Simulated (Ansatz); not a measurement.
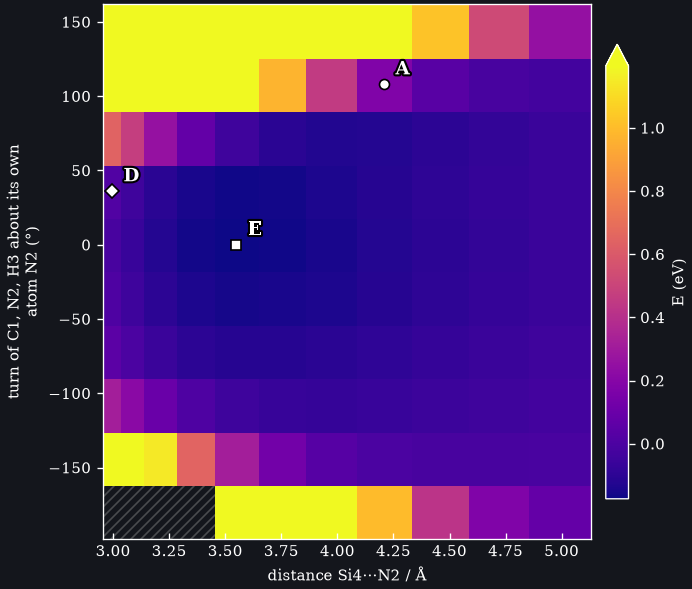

The pair CHN···H₅NSi. The turn is about an axis along (0.95, −0.28, 0.12) in the frame of the relaxed pair, normal to the line between the partners. Coordinates scanned: (1) distance Si4···N2; (2) turn of C1, N2, H3 about its own atom N2. Grid: 11 × 10 points. At 4 points there is no value (left out of the scan, as a rule where atoms come close). Points are written as (first, second). All energies are given in eV relative to the two partners far apart, frozen as in the relaxed pair, each in its own basis (no counterpoise correction). Energies and slopes of some neighbouring points disagree (a jump in structure or state, or too coarse a mesh). Method: Ansatz, RKS B3LYP-D4/def2-SVPD.

Drawn: one coloured cell a grid point, one colour for all values above the top of the scale, hatched blanks where no value was computed, lettered points.

**Is A the lowest point of the computed grid?**

No. A lies 0.35 eV above the lowest grid point, which is at (3.548 Å, 0°).

**Rank the lettered points by energy, lowest first.**

E (−0.17 eV), D (0.017 eV), A (0.18 eV).
